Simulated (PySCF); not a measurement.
# One shape, several levels: Si5H12 (SMILES [SiH3][Si]([SiH3])([SiH3])[SiH3])

We compute a comparison of 6 runs (BLYP/6-31G*, PBE/6-31G*, PBE0/6-31G*, SVWN5/6-31G*, TPSS/6-31G*, revPBE/6-31G*) of Si5H12. Input form: a Python script.

The results are computed with PySCF 2.14.0.

## 1. Starting point

The species is Si5H12 (17 atoms), meant as a singlet with charge 0. As SMILES, `[SiH3][Si]([SiH3])([SiH3])[SiH3]`. The shape is that of a PBE0-D4/def2-TZVP optimisation.

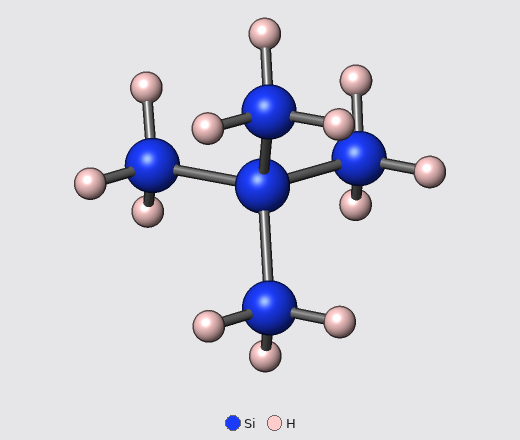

The structure, seen from a chosen angle (silicon blue, hydrogen pink).

## 2. A single-point energy at BLYP/6-31G(d) (spherical functions) (run 1)

File input.py:

```python
from pyscf import gto, dft

molecule = gto.M(
    atom='''
Si    -0.373100     1.166600    -1.986100
Si    -0.001900    -0.001100     0.002500
Si     2.215500     0.293800     0.674300
Si    -0.416100    -2.274200    -0.339800
Si    -1.431100     0.812800     1.661200
H     -0.119200     2.618800    -1.784800
H      0.535400     0.667300    -3.053500
H     -1.780200     0.986300    -2.434900
H      2.471100    -0.440400     1.942900
H      2.498300     1.738000     0.893800
H      3.142700    -0.220400    -0.369500
H     -0.165900    -3.037900     0.912300
H      0.474100    -2.804800    -1.407600
H     -1.830700    -2.482700    -0.751100
H     -2.850200     0.623200     1.256500
H     -1.199600     0.090200     2.941100
H     -1.188300     2.264000     1.882700
''',
    max_memory=1860,
    spin=0,
    basis='6-31g*',
    verbose=3,
)

mf = dft.RKS(molecule)
mf.xc = 'blyp'
mf.grids.level = 5
mf.conv_tol = 1e-10
mf.kernel()
if not mf.converged:
    mf = mf.newton().run(mf.mo_coeff, mf.mo_occ)

e_final = mf.e_tot
print('Final energy', e_final)
```

Command:

```
OMP_NUM_THREADS=1 python input.py
```

The program printed:

```text
converged SCF energy = -1454.50111095018
Final energy -1454.5011109501788
```

Run time: 49 s. Hardware: 1 thread of Intel Xeon at 2.70GHz, shared host; peak memory 0.65 GiB.

## 3. The energy at PBE/6-31G(d) (spherical functions) (run 2)

input.py, as its differences from that of step 2:

```diff
@@ -2,4 +2,4 @@
 
-molecule = gto.M(
-    atom='''
+molecule = gto.Mole()
+molecule.atom = '''
 Si    -0.373100     1.166600    -1.986100
@@ -21,11 +21,10 @@
 H     -1.188300     2.264000     1.882700
-''',
-    max_memory=1860,
-    spin=0,
-    basis='6-31g*',
-    verbose=3,
-)
+'''
+molecule.verbose = 3
+molecule.basis = '6-31g*'
+molecule.max_memory = 1860
+molecule.build()
 
 mf = dft.RKS(molecule)
-mf.xc = 'blyp'
+mf.xc = 'pbe'
 mf.grids.level = 5
@@ -37,2 +36,2 @@
 e_final = mf.e_tot
-print('Final energy', e_final)
+print('E(%s) = %.9f' % ('PBE', e_final))
```

Command:

```
OMP_NUM_THREADS=1 python input.py
```

The program printed:

```text
converged SCF energy = -1453.78904349779
E(PBE) = -1453.789043498
```

It took 50 s on 1 thread of Intel Xeon at 2.70GHz, shared host; peak memory 0.65 GiB.

Runs 3 to 5 aren't shown in full; the table further down has their settings and results.

## 4. A single-point energy at revPBE/6-31G(d) (spherical functions) (run 6)

File geometry.xyz:

```xyz
17

Si    -0.373100     1.166600    -1.986100
Si    -0.001900    -0.001100     0.002500
Si     2.215500     0.293800     0.674300
Si    -0.416100    -2.274200    -0.339800
Si    -1.431100     0.812800     1.661200
H     -0.119200     2.618800    -1.784800
H      0.535400     0.667300    -3.053500
H     -1.780200     0.986300    -2.434900
H      2.471100    -0.440400     1.942900
H      2.498300     1.738000     0.893800
H      3.142700    -0.220400    -0.369500
H     -0.165900    -3.037900     0.912300
H      0.474100    -2.804800    -1.407600
H     -1.830700    -2.482700    -0.751100
H     -2.850200     0.623200     1.256500
H     -1.199600     0.090200     2.941100
H     -1.188300     2.264000     1.882700
```

File calc.py:

```python
# [SiH3][Si]([SiH3])([SiH3])[SiH3]
from pyscf import gto, dft

mol = gto.M(
    atom='geometry.xyz',
    spin=0,
    charge=0,
    max_memory=1860,
    basis='6-31g*',
    verbose=3,
)

myscf = dft.RKS(mol)
myscf.xc = 'revpbe'
myscf.grids.level = 5
myscf.conv_tol = 1e-10
myscf.kernel()
if not myscf.converged:
    myscf = myscf.newton().run(myscf.mo_coeff, myscf.mo_occ)

etot = myscf.e_tot
print('E = %.10f Eh' % etot)
```

Command:

```
OMP_NUM_THREADS=1 python calc.py
```

The program printed:

```text
converged SCF energy = -1454.26552811817
E = -1454.2655281182 Eh
```

Run time: 47 s. Hardware: 1 thread of Intel Xeon at 2.70GHz, shared host; peak memory 0.65 GiB.

## 5. All runs side by side

```tsv
run	level	energy (Eh)	dipole moment (D)	HOMO energy (eV)	LUMO energy (eV)	wall time
1	BLYP/6-31G* (spherical functions)	-1454.501111	0.00	-6.69	-0.51	49 s
2	PBE/6-31G* (spherical functions)	-1453.789043	0.00	-6.88	-0.74	50 s
3	PBE0/6-31G* (spherical functions)	-1453.955667	0.00	-7.97	0.03	43 s
4	SVWN5/6-31G* (spherical functions)	-1448.660384	0.00	-6.90	-0.88	24 s
5	TPSS/6-31G* (spherical functions)	-1454.714337	0.00	-7.06	-0.59	70 s
6	revPBE/6-31G* (spherical functions)	-1454.265528	0.00	-6.87	-0.68	47 s
```

## 6. Summary of results

```
            quantity           value
 run 6: total energy  -1454.26553 Eh
run 6: dipole moment          0.00 D
  run 6: HOMO energy        -6.87 eV
  run 6: LUMO energy        -0.68 eV
run 6: HOMO–LUMO gap         6.18 eV
```

The HOMO–LUMO gap runs from 6.02 eV (SVWN5/6-31G*) to 8.00 eV (PBE0/6-31G*). Totals of different functionals can't be ranked against each other. All runs together took 4.7 min, the longest 70 s.
